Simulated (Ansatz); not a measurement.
**Phonon-limited resistivity of Ir-W-W-Ir stack of (111) layers**

Aim: how strongly do electrons couple to phonons in Ir-W-W-Ir stack of (111) layers, and what resistivity does that give?

Calculated with Ansatz 0.2.0; DFT LDA, scalar-relativistic, plane waves, PAW; PAW set soft_1.

**1. The structure**

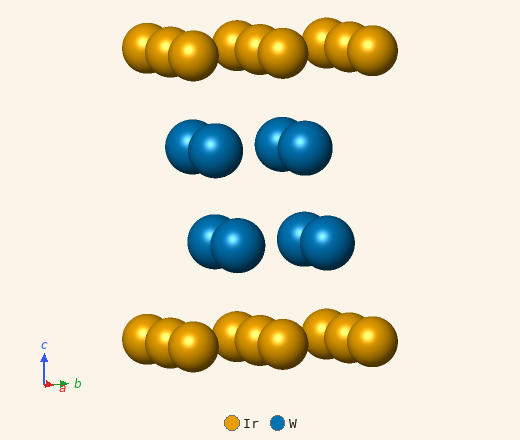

The cell as given, from the side, with the c axis up (iridium orange, tungsten blue). 2×2×1 cells are drawn. Some periodic images of atoms are drawn too.

The cell holds 4 atoms: 2 Ir and 2 W. Its edges and angles: a = 2.815 Å, b = 2.815 Å, c = 17.896 Å, α = 90.0°, β = 90.0°, γ = 120.0°. Vacuum lies along c.

**2. Rough relaxation**

Large forces or a large pressure at the start call for a first relaxation with loose thresholds.

input.yaml reads:

```yaml
crystal:
  lattice:
    - [2.81524, 0.0, 0.0]
    - [-1.40762, 2.43807, 0.0]
    - [0.0, 0.0, 17.8959]
  atoms:
    - { symbol: Ir, position: [0.0, 0.0, 0.30733294] }
    - { symbol: W, position: [0.33333333, 0.66666667, 0.43577765] }
    - { symbol: W, position: [0.66666667, 0.33333333, 0.56422235] }
    - { symbol: Ir, position: [0.0, 0.0, 0.69266706] }
  periodic: [true, true, false]
kpoints:
  mp_grid: { grid: [9, 9, 1] }
hamiltonian:
  xc: lda
  pseudopotentials: { kind: paw, azcp: { folder: soft_1 }, xc_functional: pbe }
scf:
  occupations: { method: gaussian, width: 0.1 }
output:
  forces: true
  stress: true
  eigenvalues: true
relax:
  adjacent_minimum: "off"
  f_tol: 0.05
  max_steps: 80
  cell: { stress_2d_tol: 0.02 }
```

Command:

```bash
$ ansatz run input.yaml --threads 4 --pin off --max-ram 12288MiB --backend cpu --events-out ev --progress --plain --runs-dir out
```

Numbers of over 12 decimals in the logs are rounded to 6 here.

The log of the run:

```text
Warning: crystal.periodic: the lattice vector that does not repeat stood 0.000° off the slab's normal, 17.896 Å along it as the deck builds it. The run solves the slab on a vector along the normal, 37.592 Å long, with every atom where it was (on the deck's vector they left 11.00 Å outside them, and the widest stretch free of ions among them is 2.30 Å). A fractional position that the run reports is one of the run's ce [...]
The last accepted step is kept in <dir> (removed where the run ends without a failure and the disk answers)
crystal.periodic: the lattice vector that does not repeat stood 0.000° off the slab's normal, 17.896 Å along it as the deck builds it. The run solves the slab on a vector along the normal, 37.592 Å long, with every atom where it was (on the deck's vector they left 11.00 Å outside them, and the widest stretch free of ions among them is 2.30 Å). A fractional position that the run reports is one of the run's cell, which [...]
Engine: ansatz 0.2.0, aarch64-unknown-linux-gnu
Pseudopotentials: kind: paw
Pseudopotential: Ir, paw, valence charge 17, recommended cutoff 420 eV (normal), soft_1/Ir.paw.azcp
Pseudopotential: W, paw, valence charge 14, recommended cutoff 420 eV (normal), soft_1/W.paw.azcp
Functional definition: SPW92
  exchange = slater_x
  correlation = pw_c
Crystal: 4 atoms, lattice volume = 258.021 Å³
Basis set: ecut = 420 eV, 5081 PW (Γ)
Bands: 38, of which v1, the nominal top of the filled ones, is band 31 counted from 1 (30 counted from 0)
Symmetry: 12 space group operations
Space group: P-3m1 (ITA 164), of the structure as read, at distance tolerance 6.4e-5 Å
k-points: 12 of 81
Non-local potential: Ir, projectors of the file, l = 0: 3, l = 1: 2, l = 2: 2, l = 3: 1
Non-local potential: W, projectors of the file, l = 0: 3, l = 1: 2, l = 2: 2, l = 3: 1
PAW form: soft (Blöchl's): semilocal exchange-correlation on the pseudo side does not see the compensation charge
PAW frozen core: Ir, regenerated for the run's functional, and the local potential with it (the file was generated under x = pbe(κ = 0.804, μ = 0.219515), c = pbe(β = 0.066725))
PAW frozen core: W, regenerated for the run's functional, and the local potential with it (the file was generated under x = pbe(κ = 0.804, μ = 0.219515), c = pbe(β = 0.066725))
PAW one-centre angular grid: Ir, 590 points (default); XC on 64 Gauss nodes
PAW one-centre angular grid: W, 590 points (default); XC on 64 Gauss nodes
Initial density: superposition of atomic densities (neutral atoms: chi_scale 0, normalization atom)
Initial wavefunctions: pseudopotential atomic-orbital guess
Functional: x = slater, c = lda
SCF iter   1: F=—  HF=-43589.155428 eV  |F-HF|=—  |Δ(HF+E_count)|=         —  Δρ=3.07e-2  dr2=1.56e1  ethr=3.10e-3  ⟨swp⟩=15.6  Hψ=3552  notcnv=0
preconditioner: auto → LDOS  [metal: Δε(μ)=0.046 eV  Ē_g=5.274 eV  σ=0.100 eV  W_gap=0.24  n_scr=24 (ndim 8)  ℏωp=12.7 eV  f_vac=0.704  D(μ)=5.76/eV (n_scr^D=24)  β→1.0]
SCF iter   2: F=—  HF=-43588.967118 eV  |F-HF|=—  |Δ(HF+E_count)|=   1.88e-1  Δρ=2.60e-2  dr2=9.33e0  ethr=3.10e-3  ⟨swp⟩=4.2  Hψ=1370  notcnv=0  defer=13
SCF iter   3: F=—  HF=-43587.800966 eV  |F-HF|=—  |Δ(HF+E_count)|=    1.17e0  Δρ=5.20e-3  dr2=3.05e-1  ethr=3.10e-3  ⟨swp⟩=4.2  Hψ=1204  notcnv=0  defer=13
SCF iter   4: F=—  HF=-43587.784025 eV  |F-HF|=—  |Δ(HF+E_count)|=   1.69e-2  Δρ=1.44e-3  dr2=1.08e-2  ethr=4.93e-4  ⟨swp⟩=3.2  Hψ=1011  notcnv=0  defer=13
SCF iter   5: F=—  HF=-43587.782939 eV  |F-HF|=—  |Δ(HF+E_count)|=   1.09e-3  Δρ=4.64e-4  dr2=3.28e-4  ethr=1.75e-5  ⟨swp⟩=3.7  Hψ=971  notcnv=0  defer=13
SCF iter   6: F=—  HF=-43587.783202 eV  |F-HF|=—  |Δ(HF+E_count)|=   2.64e-4  Δρ=1.62e-4  dr2=5.78e-5  ethr=5.29e-7  ⟨swp⟩=4.3  Hψ=1168  notcnv=0  defer=13
SCF iter   7: F=—  HF=-43587.783509 eV  |F-HF|=—  |Δ(HF+E_count)|=   3.07e-4  Δρ=3.64e-5  dr2=3.65e-6  ethr=9.32e-8  ⟨swp⟩=3.4  Hψ=919  notcnv=0  defer=13
iter 8 did not close the SCF: its close was put off until two iterations running show no level that it waits for move by more than its bar (scf_convergence_deferred on its scf_iter line)
SCF iter   8: F=-43587.783513 eV  HF=-43587.783513 eV  |F-HF|=3.73e-7  |Δ(HF+E_count)|=   3.68e-6  Δρ=6.56e-6  dr2=9.88e-8  ethr=1.61e-10  ⟨swp⟩=18.3  Hψ=3960  notcnv=0
iter 9 did not close the SCF: its close was put off until two iterations running show no level that it waits for move by more than its bar (scf_convergence_deferred on its scf_iter line)
SCF iter   9: F=-43587.783513 eV  HF=-43587.783513 eV  |F-HF|=1.99e-8  |Δ(HF+E_count)|=   4.11e-7  Δρ=1.08e-6  dr2=3.57e-9  ethr=1.59e-10  ⟨swp⟩=4.3  Hψ=1914  notcnv=0
SCF iter  10: F=-43587.783513 eV  HF=-43587.783513 eV  |F-HF|=7.71e-10  |Δ(HF+E_count)|=   2.14e-8  Δρ=2.91e-7  dr2=2.97e-10  ethr=5.75e-12  ⟨swp⟩=4.2  Hψ=1928  notcnv=0
SCF 1 converged in 10 iterations: F = -43587.783513 eV  dr2 = 2.97e-10
  greatest PAW one-centre occupation: 1.000 electrons in one spin orbital (limit 2), on the Ir atom at site 3 (counted from 0), in its partial waves of l = 0
relax step   1: F+E_penalty+E_count = -43587.78351345 eV  Δ(F+E_penalty+E_count) = +0.000e0 eV  max|allowed force component| = 3.710e0 eV/Å  Δτ_max = 0.0000 Å  P = -29.464 N/m  Ω = 258.021 Å³  fix = [c, alpha, beta]  reactions: c -0.000 N/m  (10 SCF iters, dr2 threshold 1.00e-7 eV, accepted)
Crystal: 4 atoms, lattice volume = 245.365 Å³
Basis set: ecut = 420 eV, 4799 PW (Γ)
Initial density: handed on by an earlier stage of this run
Initial wavefunctions: those handed on with the density
SCF iter   1: F=—  HF=-43588.907401 eV  |F-HF|=—  |Δ(HF+E_count)|=         —  Δρ=1.66e-2  dr2=2.71e0  ethr=3.10e-3  ⟨swp⟩=14.8  Hψ=2891  notcnv=0
preconditioner: auto → LDOS  [metal: Δε(μ)=0.086 eV  Ē_g=6.071 eV  σ=0.100 eV  W_gap=0.46  n_scr=24 (ndim 8)  ℏωp=13.0 eV  f_vac=0.715  D(μ)=1.86/eV (n_scr^D=14)  β→1.0]
SCF iter   2: F=—  HF=-43589.345395 eV  |F-HF|=—  |Δ(HF+E_count)|=   4.38e-1  Δρ=1.99e-2  dr2=5.14e0  ethr=3.10e-3  ⟨swp⟩=4.9  Hψ=1334  notcnv=0  defer=24
SCF iter   3: F=—  HF=-43588.625647 eV  |F-HF|=—  |Δ(HF+E_count)|=   7.20e-1  Δρ=6.99e-3  dr2=5.46e-1  ethr=3.10e-3  ⟨swp⟩=3.2  Hψ=904  notcnv=0  defer=24
SCF iter   4: F=—  HF=-43588.563181 eV  |F-HF|=—  |Δ(HF+E_count)|=   6.25e-2  Δρ=1.97e-3  dr2=1.26e-2  ethr=8.80e-4  ⟨swp⟩=3.1  Hψ=991  notcnv=0  defer=24
SCF iter   5: F=—  HF=-43588.561512 eV  |F-HF|=—  |Δ(HF+E_count)|=   1.67e-3  Δρ=8.80e-4  dr2=1.27e-3  ethr=2.04e-5  ⟨swp⟩=4.1  Hψ=1100  notcnv=0  defer=24
SCF iter   6: F=—  HF=-43588.561174 eV  |F-HF|=—  |Δ(HF+E_count)|=   3.38e-4  Δρ=3.93e-4  dr2=5.46e-4  ethr=2.05e-6  ⟨swp⟩=3.6  Hψ=1037  notcnv=0  defer=24
[...]
SCF iter   5: F=—  HF=-43588.934863 eV  |F-HF|=—  |Δ(HF+E_count)|=   7.52e-5  Δρ=1.47e-4  dr2=6.47e-5  ethr=1.56e-6  ⟨swp⟩=3.9  Hψ=1027  notcnv=0  defer=17
SCF iter   6: F=—  HF=-43588.935123 eV  |F-HF|=—  |Δ(HF+E_count)|=   2.60e-4  Δρ=8.29e-5  dr2=1.76e-5  ethr=1.04e-7  ⟨swp⟩=4.1  Hψ=1097  notcnv=0  defer=17
SCF iter   7: F=—  HF=-43588.935118 eV  |F-HF|=—  |Δ(HF+E_count)|=   4.79e-6  Δρ=3.00e-5  dr2=1.55e-6  ethr=2.83e-8  ⟨swp⟩=3.2  Hψ=834  notcnv=0  defer=17
iter 8 did not close the SCF: its close was put off until two iterations running show no level that it waits for move by more than its bar (scf_convergence_deferred on its scf_iter line)
SCF iter   8: F=-43588.935118 eV  HF=-43588.935118 eV  |F-HF|=9.07e-8  |Δ(HF+E_count)|=   3.05e-7  Δρ=9.03e-6  dr2=1.58e-7  ethr=6.45e-10  ⟨swp⟩=31.0  Hψ=3388  notcnv=0
iter 9 did not close the SCF: its close was put off until two iterations running show no level that it waits for move by more than its bar (scf_convergence_deferred on its scf_iter line)
SCF iter   9: F=-43588.935118 eV  HF=-43588.935118 eV  |F-HF|=8.41e-9  |Δ(HF+E_count)|=   2.78e-8  Δρ=2.21e-6  dr2=1.49e-8  ethr=2.54e-10  ⟨swp⟩=5.3  Hψ=2296  notcnv=0
SCF iter  10: F=-43588.935118 eV  HF=-43588.935118 eV  |F-HF|=8.73e-10  |Δ(HF+E_count)|=   2.10e-9  Δρ=5.49e-7  dr2=9.63e-10  ethr=2.41e-11  ⟨swp⟩=5.0  Hψ=1990  notcnv=0
SCF 3 converged in 10 iterations: F = -43588.935118 eV  dr2 = 9.63e-10
relax step   3: F+E_penalty+E_count = -43588.93511769 eV  Δ(F+E_penalty+E_count) = -3.738e-1 eV  max|allowed force component| = 4.965e-1 eV/Å  Δτ_max = 0.0915 Å  P = -8.435 N/m  Ω = 244.026 Å³  energy of the carried Pulay correction = +9.810e-4 eV  fix = [c, alpha, beta]  reactions: c -0.000 N/m  (10 SCF iters, dr2 threshold 4.00e-7 eV, accepted)
[...]
relax step   4: F+E_penalty+E_count = -43588.97417650 eV  Δ(F+E_penalty+E_count) = -3.906e-2 eV  max|allowed force component| = 2.607e-1 eV/Å  Δτ_max = 0.0295 Å  P = +0.067 N/m  Ω = 239.608 Å³  energy of the carried Pulay correction = +1.302e-3 eV  fix = [c, alpha, beta]  reactions: c +0.000 N/m  (11 SCF iters, dr2 threshold 4.00e-7 eV, accepted)
[...]
relax step   5: F+E_penalty+E_count = -43588.97718606 eV  Δ(F+E_penalty+E_count) = -3.010e-3 eV  max|allowed force component| = 1.550e-2 eV/Å  Δτ_max = 0.0136 Å  P = +0.094 N/m  Ω = 239.444 Å³  energy of the carried Pulay correction = +1.314e-3 eV  fix = [c, alpha, beta]  reactions: c +0.000 N/m  (6 SCF iters, dr2 threshold 4.00e-7 eV, accepted)
[...]
relax step   6: F+E_penalty+E_count = -43588.97721310 eV  Δ(F+E_penalty+E_count) = -2.703e-5 eV  max|allowed force component| = 3.499e-4 eV/Å  Δτ_max = 0.0019 Å  P = +0.015 N/m  Ω = 239.550 Å³  energy of the carried Pulay correction = +1.306e-3 eV  fix = [c, alpha, beta]  reactions: c +0.000 N/m  (6 SCF iters, dr2 threshold 7.66e-9 eV, accepted)
Initial wavefunctions: pseudopotential atomic-orbital guess (no wavefunctions were taken with the density)
iter 1 solved again at ethr=7.94e-8 eV; its pass at ethr=3.10e-3 eV (dr2=4.92e-5 eV) is discarded
SCF iter   1: F=—  HF=-43588.975558 eV  |F-HF|=—  |Δ(HF+E_count)|=         —  Δρ=6.69e-5  dr2=1.53e-6  ethr=7.94e-8  ⟨swp⟩=8.3  Hψ=6192  notcnv=0
preconditioner: auto → LDOS  [metal: Δε(μ)=0.067 eV  Ē_g=5.910 eV  σ=0.100 eV  W_gap=0.36  n_scr=26 (ndim 8)  ℏωp=13.1 eV  f_vac=0.714  D(μ)=3.32/eV (n_scr^D=18)  β→1.0]
SCF iter   2: F=—  HF=-43588.975816 eV  |F-HF|=—  |Δ(HF+E_count)|=   2.58e-4  Δρ=9.02e-6  dr2=1.36e-7  ethr=2.47e-9  ⟨swp⟩=3.7  Hψ=1116  notcnv=0
SCF iter   3: F=—  HF=-43588.975816 eV  |F-HF|=—  |Δ(HF+E_count)|=   3.00e-8  Δρ=5.03e-6  dr2=1.11e-7  ethr=2.20e-10  ⟨swp⟩=3.9  Hψ=1178  notcnv=0
SCF iter   4: F=—  HF=-43588.975816 eV  |F-HF|=—  |Δ(HF+E_count)|=   1.27e-8  Δρ=1.99e-6  dr2=1.11e-8  ethr=1.79e-10  ⟨swp⟩=3.2  Hψ=848  notcnv=0
SCF iter   5: F=—  HF=-43588.975816 eV  |F-HF|=—  |Δ(HF+E_count)|=   2.02e-9  Δρ=3.27e-7  dr2=4.69e-10  ethr=1.80e-11  ⟨swp⟩=3.4  Hψ=1042  notcnv=0
SCF iter   6: F=—  HF=-43588.975816 eV  |F-HF|=—  |Δ(HF+E_count)|=  2.18e-11  Δρ=1.01e-7  dr2=2.47e-11  ethr=1.00e-12  ⟨swp⟩=3.8  Hψ=1038  notcnv=0
SCF iter   7: F=-43588.975816 eV  HF=-43588.975816 eV  |F-HF|=9.46e-11  |Δ(HF+E_count)|=  2.18e-11  Δρ=2.02e-8  dr2=5.63e-13  ethr=1.00e-12  ⟨swp⟩=14.9  Hψ=3877  notcnv=0
SCF 7 converged in 7 iterations: F = -43588.975816 eV  dr2 = 5.63e-13
relax step   7: F+E_penalty+E_count = -43588.97581588 eV  Δ(F+E_penalty+E_count) = +1.397e-3 eV  max|allowed force component| = 1.879e-4 eV/Å  Δτ_max = 0.0000 Å  P = +0.015 N/m  Ω = 239.550 Å³  fix = [c, alpha, beta]  reactions: c +0.000 N/m  stress off target by 1.53e-2 N/m on what of the cell is left free  SCF on the basis re-selected at this cell (its energy is not comparable with the rows above)  (7 SCF iters)
basis re-selected at this cell: Δ(F+E_penalty+E_count) = +1.397e-3 eV, ΔP = +0.001 N/m vs the last step (what re-selecting the basis moved, of the pressure what is left beyond the Pulay correction that the steps carried, after the strain that the cell walked since its last selection, with what the two solves' SCF thresholds leave and, on support functions, any second-order correction that the steps lacked; it is no m [...]
SCF converged after 7 iterations
Free energy (F): -43588.975816 eV
Harris-Foulkes:  -43588.975816 eV  (|F-HF|=9.46e-11)
Internal energy: -43588.959202 eV  (E = F + TS)
E sigma→0 (E₀):  -43588.967509 eV
Entropy (-TS):   -0.016614 eV (-4.153 meV/atom)
Fermi energy:    -5.237839 eV
--- Per-component energies (eV) ---
  E_band       = -2137.791216
  E_kinetic    = 1931.987779
  E_local      = -349280.044656  (includes V_loc(G=0)·N_el)
  E_nonlocal   = 356.077259
  E_hartree    = 173370.834176
  E_xc         = -990.842599
  E_vxc        = -977.316445  (∫ρ·V_xc dr)
  E_paw        = -34638.586293  (= ΣΔE_a)
  E_vpaw       = -910.164591  (= ΣTr[D̂ρ^β])
  E_aug_tail   = 0.000973  (compensation charges beyond the density's cutoff)
  E_ewald      = 165660.224296
  E_core_change = 1.389865  (= ΣΔE_core)
  E_smearing   = -0.016614  (= −TS)
  E_closure    = 0.000000  (closes the sum)
  Σ components = -43588.975816   (vs F -43588.975816, Δ=0.00e0)
--- Forces (eV/Å), atoms counted from 1 ---
  atom   1  Ir    -0.00000000    -0.00000000    -0.00018791
  atom   2  W      0.00000000     0.00000000    -0.00015763
  atom   3  W      0.00000000    -0.00000000     0.00015763
  atom   4  Ir     0.00000000     0.00000000     0.00018791
  max |Σ_I F_I| component: 4.63e-18 eV/Å
--- 2D stress c σ (N/m, compression-positive) ---
        0.015312      -0.000000      -0.000000
        0.000000       0.015312       0.000000
       -0.000000       0.000000       0.000000
  P = ½ c Tr σ = 0.0153 N/m
--- Band table (eV; the first three rows and the last of 12) ---
  k-point 0: bands = [... 27 lower, -6.7334, -6.7334, -6.6777, -6.6777, -5.4905, -4.9127, -4.9127, -4.7134, ... 3 higher]
  k-point 1: bands = [... 27 lower, -7.3121, -6.9284, -6.6151, -6.5067, -5.8843, -5.6914, -4.7756, -4.4431, ... 3 higher]
  k-point 2: bands = [... 27 lower, -6.9372, -6.9063, -6.4397, -6.4258, -6.3925, -5.5843, -4.6031, -3.8815, ... 3 higher]
  k-point 11: bands = [... 27 lower, -7.1236, -7.1236, -4.7769, -4.5351, -4.5351, -4.1349, -3.8062, -1.4574, ... 3 higher]
--- Relaxed structure (6 steps of the walk, 6 accepted, 1 SCFs on fresh bases) ---
  F+E_penalty+E_count = -43588.97581588 eV   max|allowed force component| = 1.879e-4 eV/Å   (the final SCF, on the basis selected at the relaxed cell)
  cell:  # Å, volume = 239.5502 Å³
    - [2.712604, 0, 0]
    - [-1.356302, 2.349184, 0]
    - [0, 0, 37.591801756216]
  atoms:
    - { symbol: Ir, position: [4.780708116466307e-18, 1.3659166047046673e-18, 0.148702] }
    - { symbol: W, position: [0.333333, 0.666667, 0.204699] }
    - { symbol: W, position: [0.666667, 0.333333, 0.271360] }
    - { symbol: Ir, position: [-4.780708116466306e-18, -1.3659166047046673e-18, 0.327356] }
```

The job ended after 22 s (4 threads of Arm Neoverse V1, shared host; peak memory 0.59 GiB; 76 s of CPU time).

Step by step:

| step | energy less that of the first step (eV) | largest force component (eV/Å) | volume (Å³) |
| --- | --- | --- | --- |
| 1 | 0.0000 | 3.7098 | 258.02 |
| 2 | -0.7778 | 3.2443 | 245.37 |
| 3 | -1.1516 | 0.4965 | 244.03 |
| 4 | -1.1907 | 0.2607 | 239.61 |
| 5 | -1.1937 | 0.0155 | 239.44 |
| 6 | -1.1937 | 0.0003 | 239.55 |
| 7* | -1.1923 | 0.0002 | 239.55 |

Relaxation steps marked * repeat the geometry before them on a plane-wave basis chosen anew for their cell, so energy and pressure can jump there.

Forces are held to the 12 operations that the run works with; a distortion that breaks them can't arise in this run.

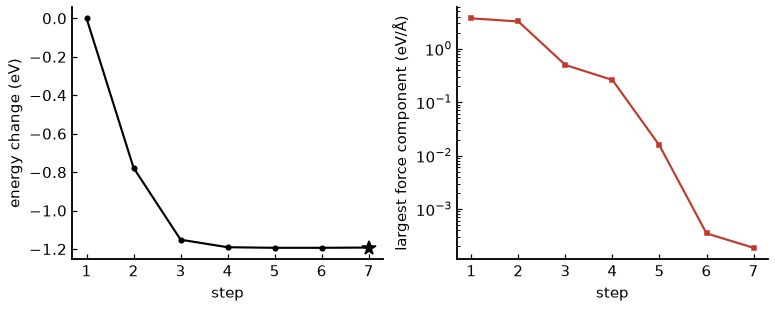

Energy and largest force along the relaxation. Stars mark steps on a basis chosen anew.

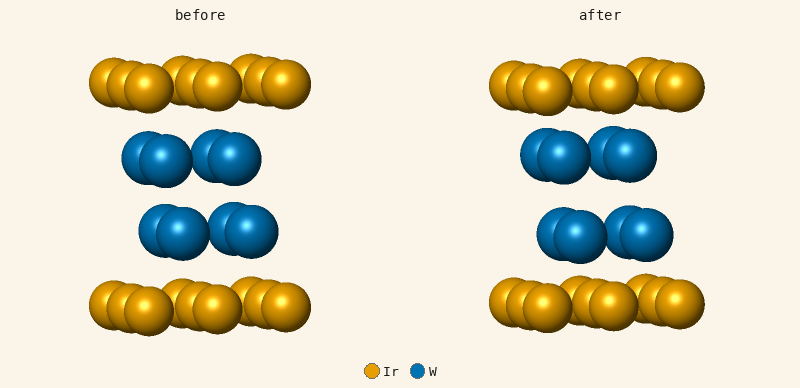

Before and after, at one scale.

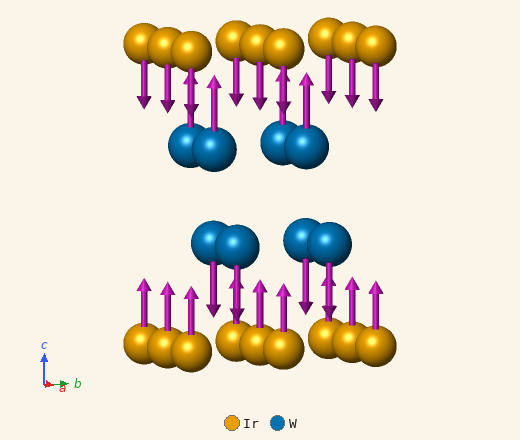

Displacements in the relaxation, exaggerated, measured against the changing cell; the longest in the cell stands for 0.10 Å. 2×2×1 cells are drawn. Some periodic images of atoms are drawn too.

| cell as run | before | after | change |
| --- | --- | --- | --- |
| a (Å) | 2.815 | 2.713 | -3.6 % |
| b (Å) | 2.815 | 2.713 | -3.6 % |

The atoms that moved most (Å, along periodic axes as changes of fractional coordinates times the final cell, across vacuum about the mean position):

| atom | dx | dy | dz | length |
| --- | --- | --- | --- | --- |
| W2 | 0.000 | 0.000 | -0.104 | 0.104 |
| W3 | 0.000 | 0.000 | 0.104 | 0.104 |
| Ir1 | 0.000 | 0.000 | 0.090 | 0.090 |
| Ir4 | 0.000 | 0.000 | -0.090 | 0.090 |

Final coordinates:

```xyz
4
Lattice="2.7126 0.0000 0.0000 -1.3563 2.3492 0.0000 0.0000 0.0000 37.5918" Properties=species:S:1:pos:R:3
Ir    0.0000    0.0000    5.5900
W     0.0000    1.5661    7.6950
W     1.3563    0.7831   10.2009
Ir    0.0000    0.0000   12.3059
```

Numbers from this step:

- metallic on mesh: yes
- gap on the k-mesh: 0 eV

The relaxation ends with a largest force component of 1.9e-4 eV/Å.

[end of part 1 of 4]

[Logs are printed without paths, hosts, clocks, repeated set-up lines and the standing remarks that a program may print on its own settings, such as how far it seeks lower states.]

[Hosts, paths, dates, database ids (printed as entryN), source tags and the programs' standing remarks are cut or masked in the printed files.]
